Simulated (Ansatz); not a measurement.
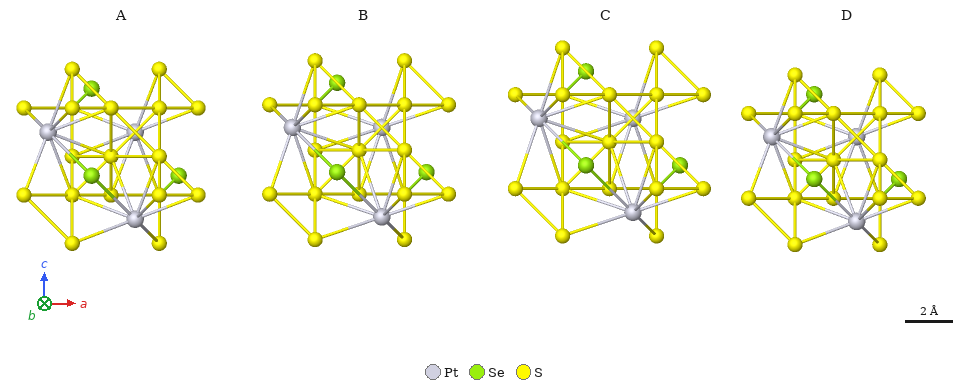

4 geometries from one relaxation of crystalline PtSeS₄ (a generated structure, set up in F-43m) (coarse preliminary run), in shuffled order. A ball-and-stick model of the atoms within 5.0 Å of the atom that moves most (axes of the conventional cell (4 times the calculation's cell)), seen along the b axis. Lengths and directions refer to the drawn axes.

Computed with Ansatz, DFT PBE, scalar-relativistic, plane waves, PAW. Set-up: plane-wave cutoff 420 eV; k-point mesh 4 × 4 × 4; occupations gaussian; smearing width 0.1 eV; no spin polarisation; cell and atoms relaxed; force threshold 0.04 eV/Å; at most 70 steps.

**Order the frames from highest to lowest energy.**

C, B, D, A. They are steps 0, 1, 2, 6, at +279 meV per atom, +88.3 meV per atom, +21.7 meV per atom relative to the last. The largest moves relative to the cell, 0.17 Å, are those of S atoms. Se and Pt stay in place. The volume changes by −20.5 %, with a = b = c 8.111 → 7.514 Å (−7.4 %). Among the contacts that change: S–S 2.853 → 2.366 Å, Pt–S 3.361 → 3.089 Å, Pt–Se 3.512 → 3.254 Å, S–S 2.883 → 2.947 Å. The space group stays F-43m (No. 216). After 5 accepted moves (6 points after the start) the energy has fallen by 279 meV per atom. Largest force component: 0.17 eV/Å at the start, 0.00059 eV/Å at the end. Pressure: −11.39 GPa at the start and 0.05 GPa at the end. The SCF was repeated once at an unchanged geometry on a basis and grid sized afresh for the cell, which shifted the energy by 0.4 meV per atom at most.
